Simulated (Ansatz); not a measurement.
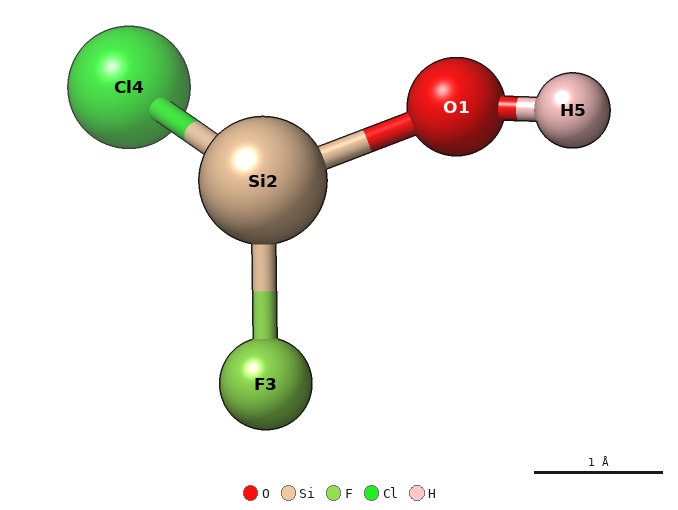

(Drawn from a calculation with Ansatz.)

Orthographic view. Depth is shown by fading: the farther an atom, the more it takes the colour of the background. Charge 0, doublet. Geometry: moved along internal coordinates away from the minimum.

List all interatomic distances (Å) as a matrix.

```
atom    O1   Si2    F3   Cl4    H5
  O1  0.00                        
 Si2  1.63  0.00                  
  F3  2.64  1.60  0.00            
 Cl4  2.96  2.04  2.97  0.00      
  H5  0.96  2.50  3.23  3.90  0.00
```
